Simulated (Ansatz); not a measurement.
```xyz
13

Ge    0.0410    0.0589    0.6837
H     0.0619    0.0696    2.2342
C     1.8429   -0.0861   -0.0711
H     2.4497    0.7953    0.2174
H     1.7893   -0.1354   -1.1762
H     2.3427   -1.0001    0.3032
C    -0.9734    1.5682   -0.0448
H    -2.0094    1.5571    0.3448
H    -1.0067    1.5057   -1.1500
H    -0.4944    2.5250    0.2439
N    -0.8730   -1.4901    0.2386
C    -1.3441   -2.2793   -0.5512
O    -1.8265   -3.0888   -1.2723
```

Geometry: PBE-D4/def2-SVP; not at a stationary point (largest force 1.7 eV/Å).

These are results of Ansatz 0.2.0, RKS PBE0-D4/def2-TZVP, not measurements.

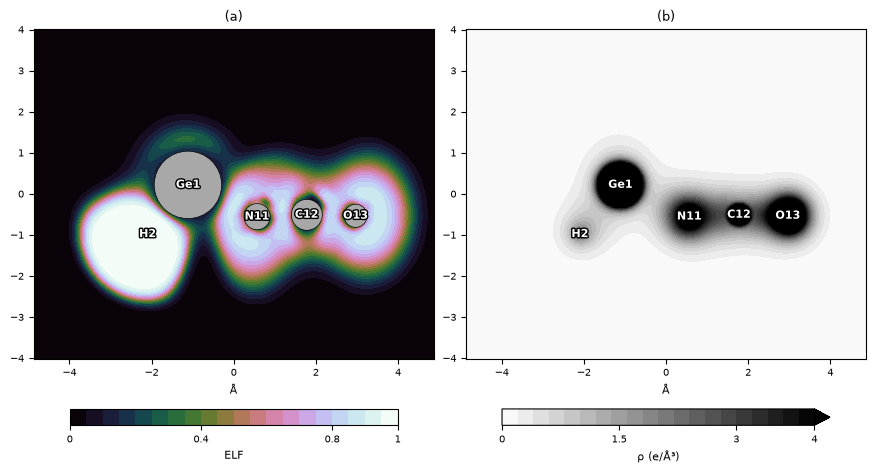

C3H7GeNO. (a) electron localisation function; (b) total electron density on the plane of atoms H2, Ge1 and N11. Grey discs cover the atomic cores in the ELF map.

Question: Interpret the plot.

Answer:
- The section cuts through Ge, H, N, C and O sites.
- C–O (1.19 Å): ρ is about 3.5 e/Å³ halfway; the ELF peaks at about 0.85 between the atoms (a multiple bond).
- C–N (1.21 Å): ρ at the midpoint is about 3.1 e/Å³; the ELF peaks at about 0.85 between the atoms (a short, multiple covalent bond).
- Ge–N (1.85 Å): ρ at the midpoint is about 0.86 e/Å³; the ELF peaks at about 0.85 in the valence shell of N, 0.6 Å from its nucleus, and is about 0.40 at the midpoint.
- Ge–H (1.55 Å): the density is about 1 e/Å³ at the midpoint; the ELF climbs to about 1 towards the hydrogen.
- The ELF also peaks beside N11 and O13, away from the bonds: lone-pair regions.
